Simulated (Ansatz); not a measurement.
**Molecular dynamics, with input and output: TaH$_{3}$Cl$_{3}$O$_{2}$F (part 1 of 2)**

TaH$_{3}$Cl$_{3}$O$_{2}$F, computed with RKS PBE0-D4/def2-SVP (Ansatz 0.2.0).

It belongs to a series of runs on one base structure; here: dynamics from the highest image of the converged band. Figures and captions count atoms from 1; the log counts them from 0 in places.

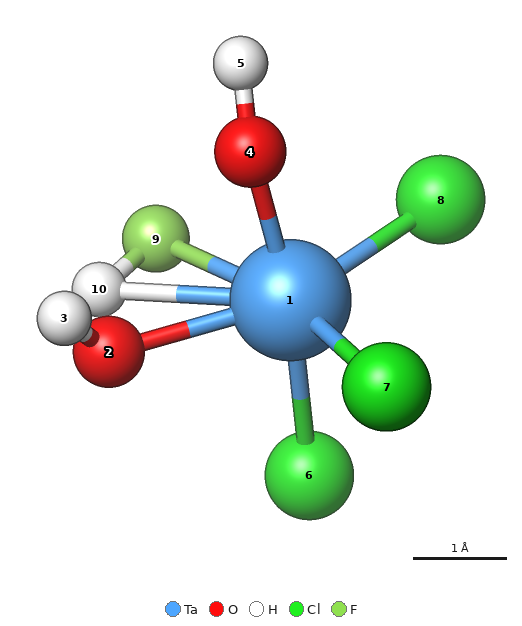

Figure 1. The starting structure (ball-and-stick view, seen at a tilt; atoms are numbered from 1 in the order of the input). Sticks mark near contacts. Bond lengths as drawn: Cl–Ta 2.29 to 2.33 Å, F–H 1.08 Å, F–Ta 2.23 Å, H–O 0.96 to 0.97 Å, H–Ta 2.24 Å and O–Ta 1.88 to 2.06 Å.

Results in brief

- outcome: finished
- mean temperature over the second half: 372 K
- trajectory: 68 steps, 34 fs
- ensemble: nve
- temperature in the input: 300.0 K
- time step: 0.5 fs
- potential energy (last step): −45951.4231 eV
- mean-field energy (last step): −45951.1472 eV
- largest force (length of the vector) (last step): 1.618 eV/Å
- hardware: 4 threads of Arm Neoverse V1, 24 GiB of memory available, shared host
- wall time: 4.7 min (CPU time 18 min)
- peak memory: 0.48 GiB

So short a trajectory is not equilibrated.

Input file
```yaml
crystal:
  periodic: [false, false, false]
  atoms:
    - { symbol: Ta, position_ang: [-0.054673, -0.166665, -0.119473] }
    - { symbol: O, position_ang: [1.994142, -0.003783, -0.239352] }
    - { symbol: H, position_ang: [2.480676, 0.240207, 0.558429] }
    - { symbol: O, position_ang: [0.176155, -0.610438, 1.692701] }
    - { symbol: H, position_ang: [0.113388, -1.207331, 2.442185] }
    - { symbol: Cl, position_ang: [-0.059163, 0.059275, -2.443418] }
    - { symbol: Cl, position_ang: [-0.71288, 1.984776, 0.282055] }
    - { symbol: Cl, position_ang: [-1.967691, -1.462234, -0.21345] }
    - { symbol: F, position_ang: [1.087525, -2.034931, -0.53085] }
    - { symbol: H, position_ang: [1.85762, -1.285574, -0.450827] }
basis:
  gaussian: { orbitals: def2-SVP }
hamiltonian:
  xc: pbe0
  dispersion: d4
md:
  timestep: 0.5
  n_steps: 68
  ensemble: nve
  temperature: 300.0
  initial_velocities: maxwell_boltzmann
  seed: 11259
```

Launched with:
```bash
ansatz run input.yaml --threads 4 --pin off --max-ram 5120MiB --backend cpu --events-out ev --progress --plain --runs-dir out
```

What the program printed
```
Engine: ansatz 0.2.0, aarch64-unknown-linux-gnu
Functional definition: PBE0
  parameter a = 0.25
  parameter kappa = 0.804
  parameter beta = 0.06672455060314922
  exchange = (1 - a)*pbe_x(kappa = kappa, mu = beta*pi^2/3) + a*exact_x
  correlation = pbe_c(beta = beta)
1447 factors; integrals over basis functions are off by at most 3.5e-4 eV
mean field evaluation 1: about -45941.2224 eV, gradient 7.3e1 eV
mean field evaluation 2: about -45830.4813 eV, gradient 2.4e2 eV
mean field evaluation 4: about -45950.4397 eV, gradient 1.4e1 eV
mean field evaluation 8: about -45950.8982 eV, gradient 4.4e-1 eV
mean field evaluation 16: about -45950.8986 eV, gradient 6.0e-5 eV
mean field -45950.89858541 eV, -1688.6643763759 hartree, gradient 6.0e-5 eV, S^2 0.000000; 0 other end points of the search recorded, 0 dependent functions left out
the calculation of the forces begins
reference -45950.89863680 eV, -1688.6643782645 hartree; 46, 46 occupied and 97, 97 virtual orbitals, 1447 factors
md step     0: t =     0.00 fs  T =   300.0 K  F+E_penalty+E_count = -45951.17794897 eV  E_kin = 0.310224 eV  conserved = -45950.86772497 eV  (30 SCF iters)
these checks for a lower state are left out or cut short: starts, cluster_reference, orbital_swaps, neighbouring_geometries, increment
1447 factors; integrals over basis functions are off by at most 3.6e-4 eV
mean field -45950.89517373 eV, -1688.6642509991 hartree, gradient 1.0e-5 eV, S^2 0.000000; 0 other end points of the search recorded, 0 dependent functions left out
the calculation of the forces begins
reference -45950.89522511 eV, -1688.6642528873 hartree; 46, 46 occupied and 97, 97 virtual orbitals, 1447 factors
md step     1: t =     0.50 fs  T =   296.7 K  F+E_penalty+E_count = -45951.17442873 eV  E_kin = 0.306823 eV  conserved = -45950.86760594 eV  (36 SCF iters, 3 dispersion substeps)
[... from here on the SCF iterations and repeated set-up lines of each step are left out, up to the last step ...]
md step     2: t =     1.00 fs  T =   288.3 K  F+E_penalty+E_count = -45951.16546007 eV  E_kin = 0.298084 eV  conserved = -45950.86737593 eV  (36 SCF iters, 3 dispersion substeps)
md step     3: t =     1.50 fs  T =   277.9 K  F+E_penalty+E_count = -45951.15455031 eV  E_kin = 0.287408 eV  conserved = -45950.86714243 eV  (36 SCF iters, 3 dispersion substeps)
md step     4: t =     2.00 fs  T =   269.2 K  F+E_penalty+E_count = -45951.14533505 eV  E_kin = 0.278345 eV  conserved = -45950.86698975 eV  (36 SCF iters, 3 dispersion substeps)
md step     5: t =     2.50 fs  T =   264.2 K  F+E_penalty+E_count = -45951.14021702 eV  E_kin = 0.273254 eV  conserved = -45950.86696254 eV  (36 SCF iters, 3 dispersion substeps)
md step     6: t =     3.00 fs  T =   263.6 K  F+E_penalty+E_count = -45951.13962906 eV  E_kin = 0.272566 eV  conserved = -45950.86706345 eV  (35 SCF iters, 3 dispersion substeps)
md step     7: t =     3.50 fs  T =   265.7 K  F+E_penalty+E_count = -45951.14198844 eV  E_kin = 0.274736 eV  conserved = -45950.86725267 eV  (35 SCF iters, 3 dispersion substeps)
md step     8: t =     4.00 fs  T =   267.8 K  F+E_penalty+E_count = -45951.14434611 eV  E_kin = 0.276893 eV  conserved = -45950.86745296 eV  (35 SCF iters, 3 dispersion substeps)
md step     9: t =     4.50 fs  T =   267.0 K  F+E_penalty+E_count = -45951.14365371 eV  E_kin = 0.276093 eV  conserved = -45950.86756106 eV  (35 SCF iters, 3 dispersion substeps)
md step    10: t =     5.00 fs  T =   261.9 K  F+E_penalty+E_count = -45951.13836221 eV  E_kin = 0.270867 eV  conserved = -45950.86749530 eV  (35 SCF iters, 3 dispersion substeps)
md step    11: t =     5.50 fs  T =   253.7 K  F+E_penalty+E_count = -45951.12962153 eV  E_kin = 0.262361 eV  conserved = -45950.86726083 eV  (35 SCF iters, 3 dispersion substeps)
md step    12: t =     6.00 fs  T =   245.7 K  F+E_penalty+E_count = -45951.12110963 eV  E_kin = 0.254124 eV  conserved = -45950.86698525 eV  (35 SCF iters, 3 dispersion substeps)
md step    13: t =     6.50 fs  T =   241.9 K  F+E_penalty+E_count = -45951.11704541 eV  E_kin = 0.250189 eV  conserved = -45950.86685634 eV  (35 SCF iters, 3 dispersion substeps)
md step    14: t =     7.00 fs  T =   244.1 K  F+E_penalty+E_count = -45951.11938017 eV  E_kin = 0.252402 eV  conserved = -45950.86697769 eV  (35 SCF iters, 3 dispersion substeps)
md step    15: t =     7.50 fs  T =   250.5 K  F+E_penalty+E_count = -45951.12627504 eV  E_kin = 0.258999 eV  conserved = -45950.86727641 eV  (35 SCF iters, 3 dispersion substeps)
md step    16: t =     8.00 fs  T =   256.9 K  F+E_penalty+E_count = -45951.13317828 eV  E_kin = 0.265612 eV  conserved = -45950.86756624 eV  (35 SCF iters, 3 dispersion substeps)
md step    17: t =     8.50 fs  T =   259.1 K  F+E_penalty+E_count = -45951.13560866 eV  E_kin = 0.267916 eV  conserved = -45950.86769294 eV  (31 SCF iters, 3 dispersion substeps)
md step    18: t =     9.00 fs  T =   255.2 K  F+E_penalty+E_count = -45951.13152128 eV  E_kin = 0.263898 eV  conserved = -45950.86762343 eV  (34 SCF iters, 3 dispersion substeps)
md step    19: t =     9.50 fs  T =   246.1 K  F+E_penalty+E_count = -45951.12191356 eV  E_kin = 0.254489 eV  conserved = -45950.86742445 eV  (35 SCF iters, 3 dispersion substeps)
md step    20: t =    10.00 fs  T =   234.7 K  F+E_penalty+E_count = -45951.10986606 eV  E_kin = 0.242667 eV  conserved = -45950.86719926 eV  (35 SCF iters, 3 dispersion substeps)
md step    21: t =    10.50 fs  T =   224.3 K  F+E_penalty+E_count = -45951.09895187 eV  E_kin = 0.231916 eV  conserved = -45950.86703556 eV  (35 SCF iters, 3 dispersion substeps)
md step    22: t =    11.00 fs  T =   217.4 K  F+E_penalty+E_count = -45951.09182421 eV  E_kin = 0.224839 eV  conserved = -45950.86698490 eV  (35 SCF iters, 3 dispersion substeps)
md step    23: t =    11.50 fs  T =   215.0 K  F+E_penalty+E_count = -45951.08936294 eV  E_kin = 0.222304 eV  conserved = -45950.86705898 eV  (35 SCF iters, 3 dispersion substeps)
md step    24: t =    12.00 fs  T =   215.9 K  F+E_penalty+E_count = -45951.09048582 eV  E_kin = 0.223258 eV  conserved = -45950.86722788 eV  (36 SCF iters, 3 dispersion substeps)
md step    25: t =    12.50 fs  T =   217.8 K  F+E_penalty+E_count = -45951.09264964 eV  E_kin = 0.225230 eV  conserved = -45950.86741916 eV  (36 SCF iters, 3 dispersion substeps)
md step    26: t =    13.00 fs  T =   218.1 K  F+E_penalty+E_count = -45951.09301934 eV  E_kin = 0.225488 eV  conserved = -45950.86753124 eV  (36 SCF iters, 3 dispersion substeps)
md step    27: t =    13.50 fs  T =   215.3 K  F+E_penalty+E_count = -45951.09006317 eV  E_kin = 0.222591 eV  conserved = -45950.86747220 eV  (36 SCF iters, 3 dispersion substeps)
md step    28: t =    14.00 fs  T =   210.5 K  F+E_penalty+E_count = -45951.08490330 eV  E_kin = 0.217671 eV  conserved = -45950.86723251 eV  (36 SCF iters, 3 dispersion substeps)
md step    29: t =    14.50 fs  T =   207.4 K  F+E_penalty+E_count = -45951.08135434 eV  E_kin = 0.214419 eV  conserved = -45950.86693566 eV  (36 SCF iters, 3 dispersion substeps)
md step    30: t =    15.00 fs  T =   210.0 K  F+E_penalty+E_count = -45951.08397760 eV  E_kin = 0.217190 eV  conserved = -45950.86678799 eV  (36 SCF iters, 3 dispersion substeps)
md step    31: t =    15.50 fs  T =   220.5 K  F+E_penalty+E_count = -45951.09498324 eV  E_kin = 0.228060 eV  conserved = -45950.86692331 eV  (36 SCF iters, 3 dispersion substeps)
md step    32: t =    16.00 fs  T =   236.9 K  F+E_penalty+E_count = -45951.11227346 eV  E_kin = 0.244995 eV  conserved = -45950.86727851 eV  (36 SCF iters, 3 dispersion substeps)
md step    33: t =    16.50 fs  T =   254.1 K  F+E_penalty+E_count = -45951.13038319 eV  E_kin = 0.262740 eV  conserved = -45950.86764368 eV  (36 SCF iters, 3 dispersion substeps)
md step    34: t =    17.00 fs  T =   266.7 K  F+E_penalty+E_count = -45951.14361114 eV  E_kin = 0.275782 eV  conserved = -45950.86782898 eV  (36 SCF iters, 3 dispersion substeps)
md step    35: t =    17.50 fs  T =   271.9 K  F+E_penalty+E_count = -45951.14893714 eV  E_kin = 0.281161 eV  conserved = -45950.86777603 eV  (32 SCF iters, 3 dispersion substeps)
md step    36: t =    18.00 fs  T =   270.3 K  F+E_penalty+E_count = -45951.14701225 eV  E_kin = 0.279462 eV  conserved = -45950.86754977 eV  (36 SCF iters, 3 dispersion substeps)
md step    37: t =    18.50 fs  T =   265.0 K  F+E_penalty+E_count = -45951.14125643 eV  E_kin = 0.273992 eV  conserved = -45950.86726464 eV  (36 SCF iters, 3 dispersion substeps)
md step    38: t =    19.00 fs  T =   260.2 K  F+E_penalty+E_count = -45951.13609873 eV  E_kin = 0.269073 eV  conserved = -45950.86702581 eV  (36 SCF iters, 3 dispersion substeps)
md step    39: t =    19.50 fs  T =   259.5 K  F+E_penalty+E_count = -45951.13529474 eV  E_kin = 0.268392 eV  conserved = -45950.86690317 eV  (36 SCF iters, 3 dispersion substeps)
md step    40: t =    20.00 fs  T =   264.8 K  F+E_penalty+E_count = -45951.14078218 eV  E_kin = 0.273856 eV  conserved = -45950.86692601 eV  (36 SCF iters, 3 dispersion substeps)
md step    41: t =    20.50 fs  T =   275.7 K  F+E_penalty+E_count = -45951.15220179 eV  E_kin = 0.285119 eV  conserved = -45950.86708260 eV  (36 SCF iters, 3 dispersion substeps)
md step    42: t =    21.00 fs  T =   289.9 K  F+E_penalty+E_count = -45951.16710915 eV  E_kin = 0.299791 eV  conserved = -45950.86731853 eV  (36 SCF iters, 3 dispersion substeps)
md step    43: t =    21.50 fs  T =   304.0 K  F+E_penalty+E_count = -45951.18188363 eV  E_kin = 0.314342 eV  conserved = -45950.86754166 eV  (36 SCF iters, 3 dispersion substeps)
md step    44: t =    22.00 fs  T =   314.8 K  F+E_penalty+E_count = -45951.19320485 eV  E_kin = 0.325554 eV  conserved = -45950.86765079 eV  (36 SCF iters, 3 dispersion substeps)
md step    45: t =    22.50 fs  T =   321.1 K  F+E_penalty+E_count = -45951.19960608 eV  E_kin = 0.332013 eV  conserved = -45950.86759339 eV  (36 SCF iters, 3 dispersion substeps)
md step    46: t =    23.00 fs  T =   323.8 K  F+E_penalty+E_count = -45951.20221699 eV  E_kin = 0.334797 eV  conserved = -45950.86741999 eV  (36 SCF iters, 3 dispersion substeps)
md step    47: t =    23.50 fs  T =   325.6 K  F+E_penalty+E_count = -45951.20394096 eV  E_kin = 0.336676 eV  conserved = -45950.86726542 eV  (36 SCF iters, 3 dispersion substeps)
md step    48: t =    24.00 fs  T =   329.0 K  F+E_penalty+E_count = -45951.20742067 eV  E_kin = 0.340186 eV  conserved = -45950.86723473 eV  (36 SCF iters, 3 dispersion substeps)
md step    49: t =    24.50 fs  T =   334.8 K  F+E_penalty+E_count = -45951.21346221 eV  E_kin = 0.346161 eV  conserved = -45950.86730100 eV  (36 SCF iters, 3 dispersion substeps)
md step    50: t =    25.00 fs  T =   342.3 K  F+E_penalty+E_count = -45951.22134550 eV  E_kin = 0.353995 eV  conserved = -45950.86735096 eV  (36 SCF iters, 3 dispersion substeps)
md step    51: t =    25.50 fs  T =   351.1 K  F+E_penalty+E_count = -45951.23040087 eV  E_kin = 0.363074 eV  conserved = -45950.86732663 eV  (36 SCF iters, 3 dispersion substeps)
md step    52: t =    26.00 fs  T =   361.3 K  F+E_penalty+E_count = -45951.24087969 eV  E_kin = 0.373598 eV  conserved = -45950.86728121 eV  (35 SCF iters, 3 dispersion substeps)
md step    53: t =    26.50 fs  T =   373.3 K  F+E_penalty+E_count = -45951.25329630 eV  E_kin = 0.386004 eV  conserved = -45950.86729202 eV  (31 SCF iters, 3 dispersion substeps)
md step    54: t =    27.00 fs  T =   386.8 K  F+E_penalty+E_count = -45951.26738239 eV  E_kin = 0.400018 eV  conserved = -45950.86736408 eV  (35 SCF iters, 3 dispersion substeps)
md step    55: t =    27.50 fs  T =   400.9 K  F+E_penalty+E_count = -45951.28198650 eV  E_kin = 0.414545 eV  conserved = -45950.86744139 eV  (36 SCF iters, 3 dispersion substeps)
md step    56: t =    28.00 fs  T =   414.2 K  F+E_penalty+E_count = -45951.29584242 eV  E_kin = 0.428364 eV  conserved = -45950.86747876 eV  (36 SCF iters, 3 dispersion substeps)
md step    57: t =    28.50 fs  T =   426.2 K  F+E_penalty+E_count = -45951.30822809 eV  E_kin = 0.440747 eV  conserved = -45950.86748098 eV  (36 SCF iters, 3 dispersion substeps)
md step    58: t =    29.00 fs  T =   436.6 K  F+E_penalty+E_count = -45951.31894671 eV  E_kin = 0.451467 eV  conserved = -45950.86748002 eV  (36 SCF iters, 3 dispersion substeps)
md step    59: t =    29.50 fs  T =   445.3 K  F+E_penalty+E_count = -45951.32792011 eV  E_kin = 0.460431 eV  conserved = -45950.86748950 eV  (36 SCF iters, 3 dispersion substeps)
md step    60: t =    30.00 fs  T =   452.1 K  F+E_penalty+E_count = -45951.33503312 eV  E_kin = 0.467552 eV  conserved = -45950.86748137 eV  (36 SCF iters, 3 dispersion substeps)
md step    61: t =    30.50 fs  T =   457.6 K  F+E_penalty+E_count = -45951.34056501 eV  E_kin = 0.473161 eV  conserved = -45950.86740414 eV  (36 SCF iters, 3 dispersion substeps)
md step    62: t =    31.00 fs  T =   462.9 K  F+E_penalty+E_count = -45951.34590624 eV  E_kin = 0.478664 eV  conserved = -45950.86724179 eV  (36 SCF iters, 3 dispersion substeps)
md step    63: t =    31.50 fs  T =   470.6 K  F+E_penalty+E_count = -45951.35368500 eV  E_kin = 0.486612 eV  conserved = -45950.86707259 eV  (36 SCF iters, 3 dispersion substeps)
md step    64: t =    32.00 fs  T =   483.0 K  F+E_penalty+E_count = -45951.36649717 eV  E_kin = 0.499442 eV  conserved = -45950.86705471 eV  (36 SCF iters, 3 dispersion substeps)
md step    65: t =    32.50 fs  T =   500.2 K  F+E_penalty+E_count = -45951.38455635 eV  E_kin = 0.517255 eV  conserved = -45950.86730180 eV  (36 SCF iters, 3 dispersion substeps)
md step    66: t =    33.00 fs  T =   518.7 K  F+E_penalty+E_count = -45951.40411841 eV  E_kin = 0.536378 eV  conserved = -45950.86774057 eV  (36 SCF iters, 3 dispersion substeps)
md step    67: t =    33.50 fs  T =   532.4 K  F+E_penalty+E_count = -45951.41869907 eV  E_kin = 0.550593 eV  conserved = -45950.86810629 eV  (36 SCF iters, 3 dispersion substeps)
these checks for a lower state are left out or cut short: starts, cluster_reference, orbital_swaps, neighbouring_geometries, increment
1447 factors; integrals over basis functions are off by at most 9.9e-4 eV
mean field -45951.14711018 eV, -1688.6735094931 hartree, gradient 1.3e-5 eV, S^2 0.000000; 0 other end points of the search recorded, 0 dependent functions left out
the calculation of the forces begins
reference -45951.14716111 eV, -1688.6735113647 hartree; 46, 46 occupied and 97, 97 virtual orbitals, 1447 factors
1447 factors; integrals over basis functions are off by at most 9.9e-4 eV
mean field -45951.14711018 eV, -1688.6735094931 hartree, gradient 1.3e-5 eV, S^2 0.000000; 1 other end points of the search recorded, 0 dependent functions left out
the calculation of the forces begins
reference -45951.14716111 eV, -1688.6735113647 hartree; 46, 46 occupied and 97, 97 virtual orbitals, 1447 factors
md step    68: t =    34.00 fs  T =   536.6 K  F+E_penalty+E_count = -45951.42304568 eV  E_kin = 0.554922 eV  conserved = -45950.86812337 eV  (32 SCF iters, 3 dispersion substeps)
```

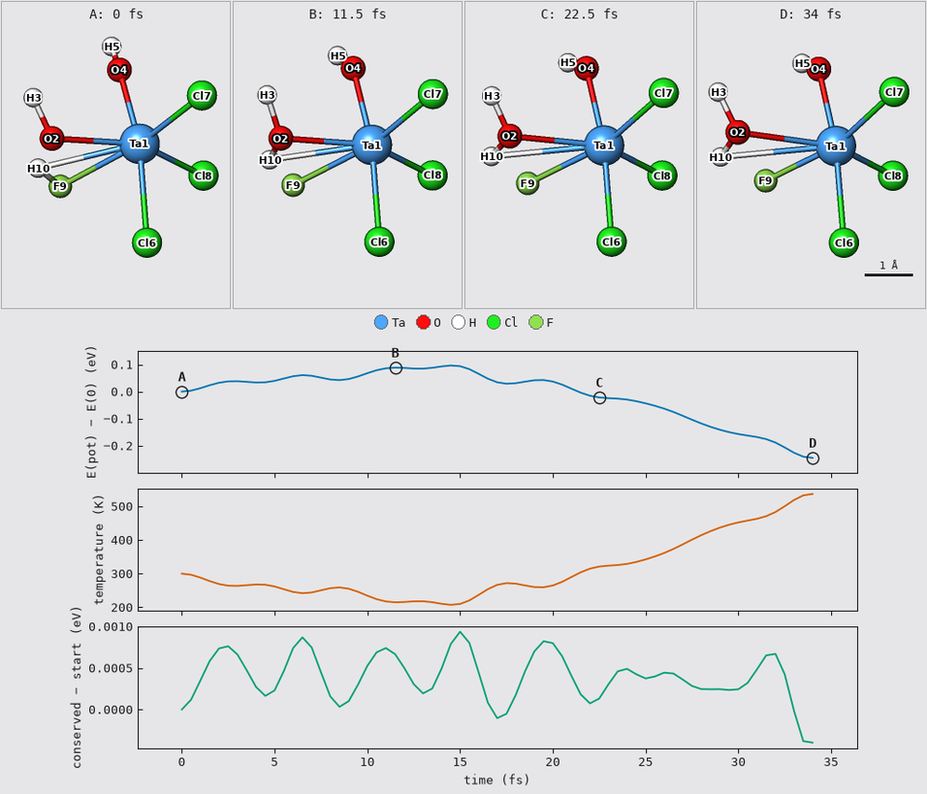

Figure 2. Frames of the molecular dynamics (ball-and-stick, seen at a tilt) above the curves, on which the letters mark them. The trajectory kept here has 69 frames over 34 fs. The temperature starts at 300 K, ranges from 207 to 537 K and averages 372 K over the second half. The potential energy ends 0.245 eV below its first value. The conserved quantity stays within 0.0013 eV. After an unweighted best fit of the last frame on the first, the root-mean-square displacement is 0.24 Å, and H10 has moved furthest (0.43 Å).

```
Total energy: -45951.42309661 eV, -1688.6836518072 hartree
Atom 0 at    -0.080792    -0.179998    -0.158835 Å, force     0.595696    -1.395670     0.481148 eV/Å
Atom 1 at     2.205121    -0.010770    -0.116680 Å, force    -0.496830     1.457550    -0.496759 eV/Å
Atom 2 at     2.690791     0.176065     0.688053 Å, force     0.105195    -0.015807     0.332120 eV/Å
Atom 3 at     0.121924    -0.518529     1.688712 Å, force     0.285287    -0.070563     0.479503 eV/Å
Atom 4 at     0.176786    -1.380778     2.114609 Å, force    -0.001063     0.000240     0.146697 eV/Å
Atom 5 at    -0.088288     0.087655    -2.446910 Å, force     0.193047     0.243982    -0.620539 eV/Å
Atom 6 at    -0.628294     2.027868     0.346471 Å, force     0.123476    -0.205840    -0.213625 eV/Å
Atom 7 at    -1.876074    -1.566913    -0.180802 Å, force    -0.953555     0.210110    -0.085227 eV/Å
Atom 8 at     0.893486    -1.923097    -0.425036 Å, force    -0.194810     0.652963    -0.057347 eV/Å
```
